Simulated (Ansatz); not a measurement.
**CH5InO2 (SMILES [CH3][In]([OH])[OH]): RPA@PBE0/def2-SVP (core potential)**

What is the vertical ionisation energy of CH5InO2 at RPA@PBE0/def2-SVP (core potential)? 

The results are computed with Ansatz 0.2.0.

57 further runs of the same task are left out: 1 that didn't finish, 56 set aside as unsound or not needed. Runs told in other sessions of the task aren't counted.

### 1 Starting point

The species is CH5InO2 (9 atoms), meant as a singlet with charge 0. SMILES: `[CH3][In]([OH])[OH]`. The coordinates come from a PBE0-D4/def2-TZVP relaxation. This is one conformer, not always the lowest.

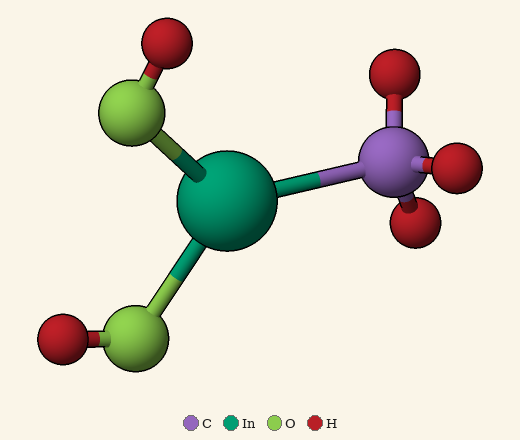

Viewed from a chosen angle; carbon purple, indium teal, oxygen green, hydrogen red.

### 2 The energy at RPA@PBE0/def2-SVP (core potential)

Input file in.yaml:

```yaml
crystal:
  periodic: [false, false, false]
  atoms:
    - {symbol: C, position_ang: [-0.086600, 0.920200, -1.366200]}
    - {symbol: In, position_ang: [0.122900, -0.336100, 0.337800]}
    - {symbol: O, position_ang: [1.440800, -1.806000, 0.500900]}
    - {symbol: O, position_ang: [-0.898600, -0.312900, 2.048600]}
    - {symbol: H, position_ang: [-1.126400, 0.929200, -1.692800]}
    - {symbol: H, position_ang: [0.212100, 1.936300, -1.107700]}
    - {symbol: H, position_ang: [0.547500, 0.548900, -2.169800]}
    - {symbol: H, position_ang: [1.365500, -2.243400, 1.353100]}
    - {symbol: H, position_ang: [-1.577100, 0.363700, 2.096100]}
basis:
  gaussian:
    orbitals: def2-SVP
hamiltonian:
  xc: {name: PBE0}
correlation:
  method: rpa
  frozen_orbitals: {C: 1, H: 0, In: 4, O: 1}
accuracy: high
```

The run is started by

```bash
$ ansatz run in.yaml --threads 1 --pin off --max-ram 3480MiB --events-out events.jsonl --progress --plain --runs-dir runs
```

The program printed:

```text
Warning: RAYON_NUM_THREADS=1 ignored (pool sized by the plan → 1); use --threads N
Functional definition: PBE0
  name "PBE0"
  parameter a = 0.25
  parameter kappa = 0.804
  parameter beta = 0.06672455060314922
  exchange = (1 - a)*pbe_x(kappa = kappa, mu = beta*pi^2/3) + a*exact_x
  correlation = pbe_c(beta = beta)
2222 factors; integrals over basis functions are off by at most 2.0e-8 eV
mean field evaluation 1: about -10363.5007 eV, gradient 8.2e1 eV
mean field evaluation 2: about -10363.6606 eV, gradient 8.2e1 eV
mean field evaluation 4: about -10375.7007 eV, gradient 2.3e1 eV
mean field evaluation 8: about -10377.0635 eV, gradient 9.7e-1 eV
mean field evaluation 16: about -10377.0658 eV, gradient 8.6e-5 eV
mean field -10377.06578236 eV, -381.3501336739 hartree, gradient 8.6e-8 eV, S^2 0.000000; 0 other end points of the search recorded, 0 dependent functions left out
7 core orbitals not correlated: weight in the atoms' cores, before any rotation towards them, 1.000 or more for the frozen orbitals, at most 0.000 for the correlated occupied ones
reference -10327.99041141 eV, -379.5466470559 hartree; 17, 17 occupied and 69, 69 virtual orbitals, 2222 factors
Total energy: -10351.98952258 eV, -380.4285981241 hartree
```

It took 14 s on 1 thread of Arm Neoverse V2, shared host; peak memory 0.47 GiB.

### 3 The doublet cation, same level

Input file in.yaml:

```yaml
crystal:
  periodic: [false, false, false]
  atoms:
    - symbol: C
      position_ang: [-0.086600, 0.920200, -1.366200]
    - symbol: In
      position_ang: [0.122900, -0.336100, 0.337800]
    - symbol: O
      position_ang: [1.440800, -1.806000, 0.500900]
    - symbol: O
      position_ang: [-0.898600, -0.312900, 2.048600]
    - symbol: H
      position_ang: [-1.126400, 0.929200, -1.692800]
    - symbol: H
      position_ang: [0.212100, 1.936300, -1.107700]
    - symbol: H
      position_ang: [0.547500, 0.548900, -2.169800]
    - symbol: H
      position_ang: [1.365500, -2.243400, 1.353100]
    - symbol: H
      position_ang: [-1.577100, 0.363700, 2.096100]
basis:
  gaussian:
    orbitals: def2-SVP
total_charge: 1
correlation:
  method: rpa
  frozen_orbitals: {C: 1, H: 0, In: 4, O: 1}
magnetization:
  spin_polarized: true
  initial_magnetization: 1
accuracy: high
hamiltonian:
  xc: pbe0
```

The run is started by

```bash
$ ansatz run in.yaml --threads 1 --pin off --max-ram 3480MiB --events-out events.jsonl --progress --plain --runs-dir runs
```

The program printed, cut to the lines that bear on the results:

```text
Warning: RAYON_NUM_THREADS=1 ignored (pool sized by the plan → 1); use --threads N
Functional definition: PBE0
  name "PBE0"
[...]
2221 factors; integrals over basis functions are off by at most 2.0e-8 eV
[...]
mean field -10367.12301821 eV, -380.9847438310 hartree, gradient 2.5e-8 eV, S^2 0.770760; 4 other end points of the search recorded, 0 dependent functions left out
7 core orbitals not correlated: weight in the atoms' cores, before any rotation towards them, 1.000 or more for the frozen orbitals, at most 0.000 for the correlated occupied ones
reference -10317.81870196 eV, -379.1728436282 hartree; 17, 16 occupied and 69, 70 virtual orbitals, 2221 factors
Total energy: -10342.40609498 eV, -380.0764136560 hartree
```

It took 58 s on 1 thread of Arm Neoverse V2, shared host; peak memory 0.64 GiB.

### 4 Summary of results

Level: RPA@PBE0/def2-SVP (core potential), 7 core orbitals frozen.

| quantity | value |
| --- | --- |
| singlet CH5InO2: total energy | -380.42860 Eh |
| singlet CH5InO2: RPA correlation energy (valence) | -882.0 mEh |
| doublet cation: total energy | -380.07641 Eh |
| doublet cation: RPA correlation energy (valence) | -903.6 mEh |
| doublet cation: ⟨S²⟩ of the reference determinant | 0.771 |
| vertical ionisation energy (to the doublet cation) | 9.583 eV |

The vertical ionisation energy comes to 9.58 eV (221 kcal/mol).
